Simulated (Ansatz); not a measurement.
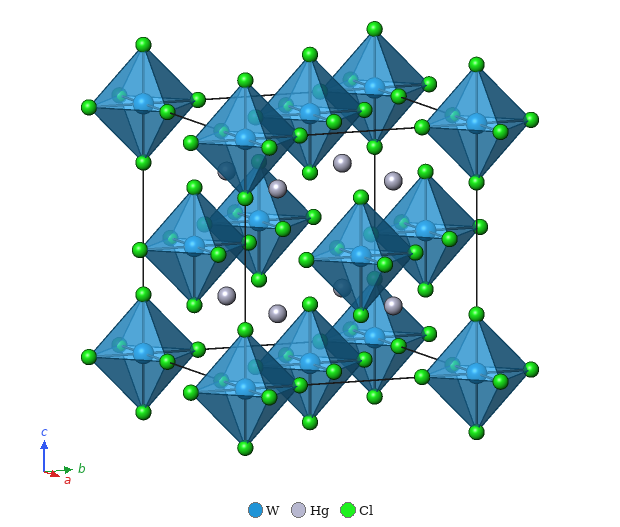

Polyhedra are drawn about W (bonds: Cl–W below 2.6 Å); other atoms are plain spheres.

Hg2WCl6 (space group Fm-3m, No. 225). Coordinates: coordinates from a relaxation (final pressure about 1.3 GPa) with DFT, PAW plane waves, r2scan (Ansatz 0.2.0); the starting structure was generated, so it need not be a known form of this composition.

Q: What figure surrounds each W atom, and how are these polyhedra linked?

A: W: WCl6 octahedron. The octahedra are isolated from each other.
